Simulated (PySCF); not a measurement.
**C5H9NSi: density, localisation and related maps**

Input file:

```
{"job": {"kind": "uv", "xc": "PBE0", "basis": "def2-SVPD", "nstates": 8, "ntriplets": 3}, "charge": 0, "multiplicity": 1}
C      2.805229    -0.192741    -0.006862
C      1.333151    -0.359994     0.142571
N      0.692595     0.307151     0.995219
C     -0.711627     0.207163     1.134047
C     -1.450594    -0.965491     0.525390
C     -2.310258    -0.430522    -0.345528
Si    -1.774949     1.353750    -0.042821
H      3.310324    -1.142949     0.162063
H      3.168582     0.542888     0.704405
H      3.039117     0.132911    -1.020070
H      0.863388    -1.088775    -0.534976
H     -0.934099     0.333119     2.197554
H     -1.286714    -2.002672     0.782658
H     -3.029618    -0.956157    -0.954917
H     -1.004042     2.013563    -1.092727
H     -2.718084     2.257700     0.610069
```

Launched as:

```sh
OMP_NUM_THREADS=1 python probes_run.py task.json out
```

Geometry: GFN2-xTB.

Theory: PBE0/def2-SVPD, SCF density, gas phase in PySCF.

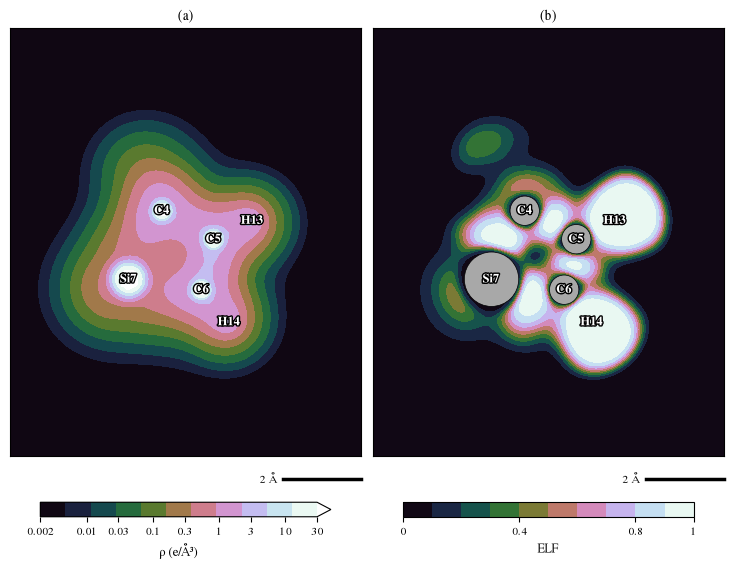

Figure 1. (a) total electron density; (b) electron localisation function on the plane of atoms C6, C5 and H13. Grey discs cover the atomic cores in the ELF map.

Interpret the plot.

Answer. Atoms in the plane: C, Si and H.
C–C (1.34 Å): ρ is about 2.3 e/Å³ halfway; the ELF peaks at about 0.90 between the atoms (a multiple bond).
C–Si (1.89 Å): the density is about 0.9 e/Å³ at the midpoint; the ELF peaks at about 0.95 between the atoms (a covalent bond).
C–H (1.08 Å): ρ at the midpoint is about 2 e/Å³; the ELF climbs to about 1 towards the hydrogen, as it does in any bond to H; an ordinary covalent bond to hydrogen.
C–C (1.51 Å): ρ is about 1.7 e/Å³ halfway; the ELF peaks at about 0.95 between the atoms; localised, covalent bonding.
C–Si (1.96 Å): ρ is about 0.83 e/Å³ halfway; the ELF peaks at about 0.95 between the atoms: a shared electron pair.

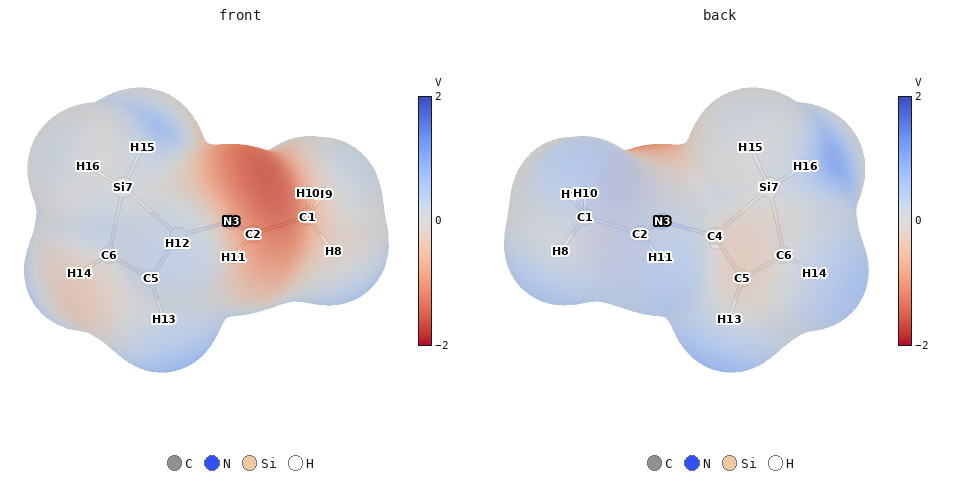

Figure 2. The electrostatic potential painted on the density surface at 0.001 e/bohr³, seen from the front and from behind; red is negative and blue positive.

Which sites attract a positive test charge, and which a negative one?

Answer. A positive charge is drawn to the negative regions and a negative charge to the positive ones. The most negative region (about −1.5 V, or −35 kcal/mol for a unit charge) lies over N3, the most positive (about +0.9 V, or +21 kcal/mol for a unit charge) over Si7. N3 is the likeliest acceptor of a hydrogen bond.

How polar is the molecule by this calculation?

Answer. Its dipole moment is 1.48 D.
